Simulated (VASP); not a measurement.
Band structure of Eu (bcc). All values below come from SCAN meta-GGA, VASP's PBE PAW potentials (set 64) (plane waves; VASP).

The 4f electrons are frozen in the core of the lanthanide potential, so 4f levels, which can set the real gap, and their magnetism are missing.

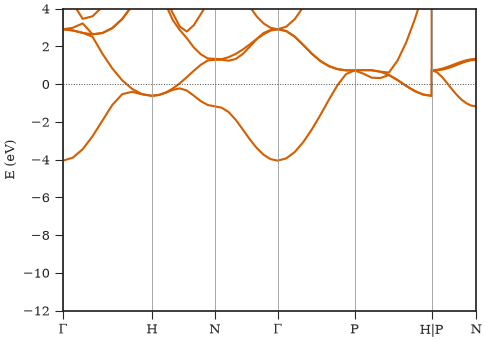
*Bands along high-symmetry lines, zero at the valence-band maximum or, without a gap, the Fermi level*

### Question
Read the plot: is there a gap, and where are the band edges?

### Answer
It has no gap at this level: it comes out as a metal or semimetal.

The compound is Eu in the bcc structure. It was relaxed first, which changed the volume by -13 %.
